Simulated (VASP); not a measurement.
Input:

```xyz
3
Lattice="2.8041 0.0000 0.0000 -1.4020 2.4284 0.0000 0.0000 0.0000 5.3152" Properties=species:S:1:pos:R:3 pbc="T T T"
N      0.0000     0.0000     0.0000
W      0.0000     1.6189     1.4300
W      1.4020     0.8095     3.8852
```

Method: PBEsol GGA, VASP's PBE PAW potentials (set 64) (plane waves; VASP). Numerical set-up: 520 eV cut-off, 14×14×7 Γ-centred mesh, tetrahedra with Blöchl corrections, potentials N W_sv.

Unless said otherwise, spin-orbit coupling is left out, though it shifts the bands of the heavy elements here.

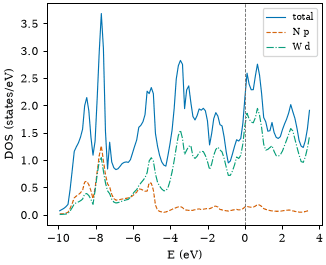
Figure. Total and projected density of states, zero at the Fermi level

Within 2 eV below the Fermi level the largest weight inside VASP's projection spheres is W d.

It has no gap at this level: it comes out as a metal or semimetal.

The structure was generated: W2N was put into the CdI2 type (P-3m1), which need not be its known phase. It was relaxed first. The electron count is odd and the run is not spin-polarised, which forces a metal.
